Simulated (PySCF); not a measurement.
Consider BS (charge +1, triplet).

```xyz
2

B     0.0000    0.0000   -1.2735
S     0.0000    0.0000    0.4385
```

These are results of PySCF 2.14.0, PBE0/pcseg-1, non-relativistic, at a bond length of 1.712 Å, not measurements.

**What can the converged electron density, electron localisation function and spin density tell about the bonding?**

B–S (1.71 Å): ρ at the midpoint is about 1.4 e/Å³; the ELF peaks at about 0.90 between the atoms; a covalent bond.
The unpaired spin (2 electrons) lies mostly on B1 (about 1.1) and S2 (about 0.9), in electrons by Hirshfeld's partition.

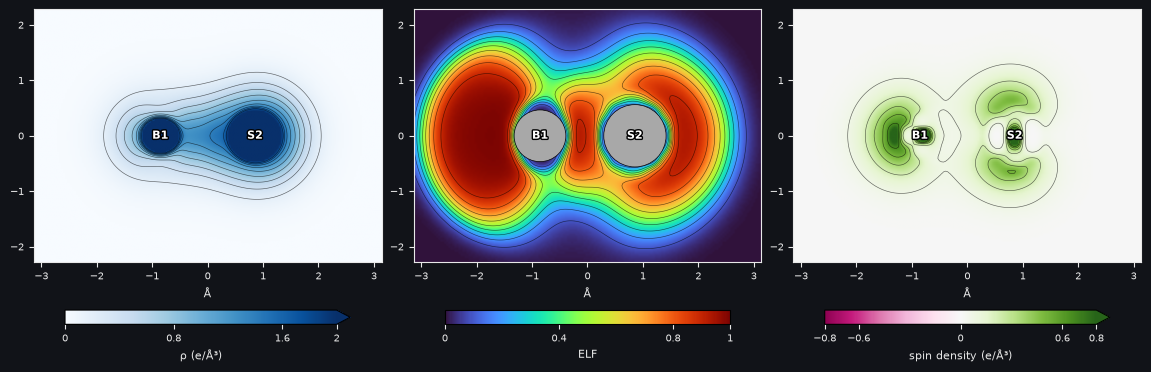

Computed electron density, electron localisation function and spin density on a plane that holds the molecular axis, in this order. Grey discs cover the atomic cores in the ELF map. 
